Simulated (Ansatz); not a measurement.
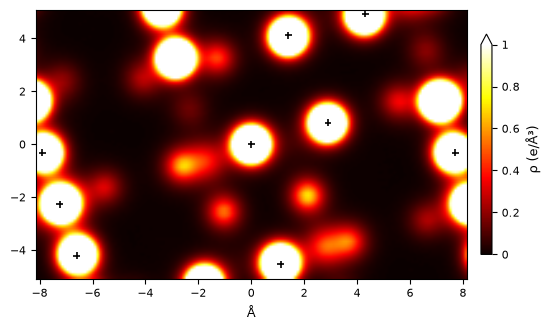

The valence pseudo-density on a plane through atoms (crosses mark nuclei in the plane).

Level of theory: DFT, PBEsol, plane waves, PAW (Ansatz).

Candidates:
A. LuAsF$_{6}$, a = 5.76 Å, b = 5.76 Å, c = 14.49 Å, α = 89.99°, β = 90.00°, γ = 120.00°. Space group R-3; a structure from a database of computed crystals, not necessarily the ambient phase; started from the CuSnF6-2 prototype, which need not be the ambient phase.
B. KAsH$_{6}$, a = 6.63 Å, b = 6.63 Å, c = 6.61 Å, α = 89.93°, β = 90.08°, γ = 119.97°. Space group P-1; a structure from a database of computed crystals, not necessarily the ambient phase; started from the MgZrF6-225 prototype, which need not be the ambient phase; changed on purpose from its base cell (shaken).
C. ZrSi$_{2}$Sb$_{4}$, a = 5.62 Å, b = 5.62 Å, c = 6.59 Å, α = 90.00°, β = 90.00°, γ = 90.00°. Space group P-42m; a structure from a database of computed crystals, not necessarily the ambient phase; started from the CdIn2Se4-111 prototype, which need not be the ambient phase.

Which candidate gave the map?

Answer. Candidate A: LuAsF$_{6}$ on the (111) plane of the conventional cell, which holds As and F. As–F (2.05 Å): ρ at the midpoint is about 0.56 e/Å³.
